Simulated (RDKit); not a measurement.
Property calculation, with input and output: AlH$_{2}$O

The run: property calculation of AlH$_{2}$O, multiplicity 2. Method and program: EHT (RDKit 2026.09.1).

The geometry comes from this level: GFN2-xTB.

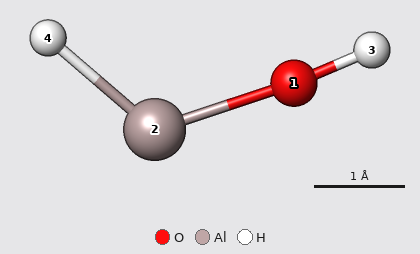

*The input geometry (ball-and-stick view, seen on its broad side; atoms are numbered from 1 in the order of the input). Sticks mark near contacts.*

Bond lengths as drawn: Al–H 1.58 Å, Al–O 1.65 Å and H–O 0.95 Å.

## The input (run.py)
```python
import json
import numpy as np
from rdkit import Chem
from rdkit.Chem import AllChem
from rdkit.Chem import rdDetermineBonds
from rdkit.Chem import rdEHTTools

molecule = Chem.MolFromXYZFile("mol.xyz")
symbols = [a.GetSymbol() for a in molecule.GetAtoms()]
start = molecule.GetConformer().GetPositions().copy()

ok, res = rdEHTTools.RunMol(molecule, keepOverlapAndHamiltonianMatrices=True)
if not ok:
    raise RuntimeError("the extended Hueckel run failed")
eps = np.array(res.GetOrbitalEnergies())
nel = res.numElectrons
homo = (nel + 1) // 2 - 1
print(f"{res.numOrbitals} orbitals, {nel} valence electrons, sum of one-electron energies {res.totalEnergy:.4f} eV")
for i in range(max(0, homo - 8), min(len(eps), homo + 6)):
    print(f"{i + 1:4d} {eps[i]:10.4f} eV", "(HOMO)" if i == homo else "(LUMO)" if i == homo + 1 else "")
q = np.array(res.GetAtomicCharges())
print("Mulliken charges:", " ".join(f"{a}{i + 1}={c:+.3f}" for i, (a, c) in enumerate(zip(symbols, q))))
op = res.GetReducedOverlapPopulationMatrix()
pairs = [(k, i, op[i * (i + 1) // 2 + k]) for i in range(len(symbols)) for k in range(i) if abs(op[i * (i + 1) // 2 + k]) > 0.1]
print("reduced overlap populations above 0.1")
for k, i, p in pairs:
    print(f"  {symbols[k]}{k + 1}-{symbols[i]}{i + 1} {p:7.3f}")
json.dump(dict(symbols=symbols, start=start.tolist(), energy=res.totalEnergy * 23.060548, homo=eps[homo], lumo=eps[homo + 1] if homo + 1 < len(eps) else None, orbital_energies=eps.round(4).tolist(), charges_mulliken=q.tolist(), bond_orders=[[k + 1, i + 1, round(p, 4)] for k, i, p in pairs], nel=nel), open("results.json", "w"))
```

## File mol.xyz
```
4

O      0.228190    -0.699360     0.460150
Al     0.213420     0.901150     0.074930
H      0.188420    -1.634770     0.621700
H     -0.630030     1.432980    -1.156780
```

Hardware: 1 thread of Intel Xeon (Sapphire Rapids), 16 GiB of memory available, shared host.

Run as:
```bash
python run.py
```

## Log
```
!!! Warning !!! Distance between atoms 3 and 1 (0.950090 A) is suspicious.
10 orbitals, 11 valence electrons, sum of one-electron energies -199.3651 eV
   1   -33.7596 eV
   2   -16.8422 eV
   3   -15.3432 eV
   4   -14.8798 eV
   5   -14.8138 eV
   6    -8.0878 eV (HOMO)
   7    -5.9404 eV (LUMO)
   8     2.6440 eV
   9     6.8179 eV
  10    17.6140 eV
Mulliken charges: O1=-1.060 Al2=+1.031 H3=+0.404 H4=-0.375
reduced overlap populations above 0.1
  O1-Al2   0.430
  O1-H3   0.636
  Al2-H4   0.631
```

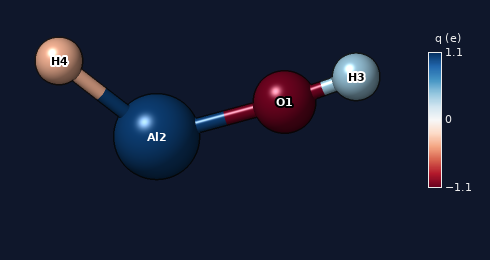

*Mulliken charges, as the colour of each atom (ball-and-stick view, seen at an oblique angle; atoms are numbered from 1 in the order of the input).*

By element: O −1.06, Al +1.03 and H −0.38 to +0.40 e.

## Results in brief

| quantity | value |
| --- | --- |
| outcome | converged |
| total energy | −7.326533 hartree |
| peak memory | 0.074 GiB |
